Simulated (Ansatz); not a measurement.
# BBrH4Si: the cost of one run

All numbers are computed with Ansatz 0.2.0, driven from Python. The levels of theory stand in the script.

### Step 1. The system

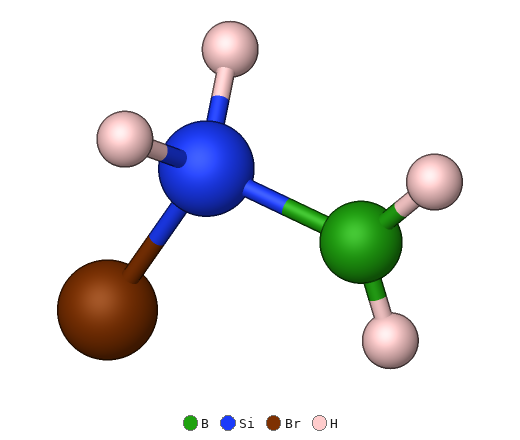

The starting structure, viewed from a chosen angle; boron green, silicon blue, bromine brown, hydrogen pink.

The script holds or builds the structure itself.

### Step 2. The script

basis_bbrh4si.py

```python
'''Basis-set convergence for BBrH4Si.'''

import warnings

import ansatz as az
from ase import Atoms


def main() -> None:
    warnings.simplefilter('ignore', az.DeckWarning)

    atoms = Atoms(['B', 'Si', 'Br', 'H', 'H', 'H', 'H'], positions=[
        [-0.9246, 0.0903, -0.6755],
        [0.6196, 0.0718, 0.4118],
        [0.9795, -2.0498, 1.043],
        [-1.4956, -0.847, -0.9212],
        [-1.3457, 1.1582, -1.1442],
        [0.4309, 0.9359, 1.599],
        [1.7971, 0.5726, -0.3585],
    ])
    system = az.Crystal.molecule_from_ase(atoms)

    model = system.calculation().functional('pbe0')

    energies = {}
    for basis in ['def2-SVP', 'def2-SVPD', 'def2-TZVP', 'def2-TZVPP']:
        data = model.basis(gaussian=basis).run(threads=1).report
        size = data['n_frozen'] + data['n_occupied'][0] + data['n_virtual'][0]
        energies[basis] = (data['reference_energy_ev'] / 27.211386246, data['free_energy_ev'] / 27.211386246)
        print(f'{basis:14s} {size:4d} orbitals  reference {energies[basis][0]:14.6f} Ha  total {energies[basis][1]:14.6f} Ha')

    last = energies['def2-TZVPP'][1]
    for basis, (_, total) in energies.items():
        print(f'{basis:14s} lies {27.211386 * (total - last):9.4f} eV above def2-TZVPP')


if __name__ == '__main__':
    main()
```

### Step 3. What the engine is handed

The engine receives this input (first run):

```yaml
crystal:
  periodic: [false, false, false]
  atoms:
    - { symbol: B, position_ang: [-0.9246, 0.0903, -0.6755] }
    - { symbol: Si, position_ang: [0.6196, 0.0718, 0.4118] }
    - { symbol: Br, position_ang: [0.9795, -2.0498, 1.043] }
    - { symbol: H, position_ang: [-1.4956, -0.847, -0.9212] }
    - { symbol: H, position_ang: [-1.3457, 1.1582, -1.1442] }
    - { symbol: H, position_ang: [0.4309, 0.9359, 1.599] }
    - { symbol: H, position_ang: [1.7971, 0.5726, -0.3585] }
basis:
  gaussian:
    orbitals: def2-SVP
hamiltonian:
  xc: pbe0
```

### Step 4. Launch

Started as:

```
> python basis_bbrh4si.py
```

Q: Estimate wall time and peak memory on 1 thread of Arm Neoverse V2, shared host.

About 14 s, with a peak of 0.44 GiB.
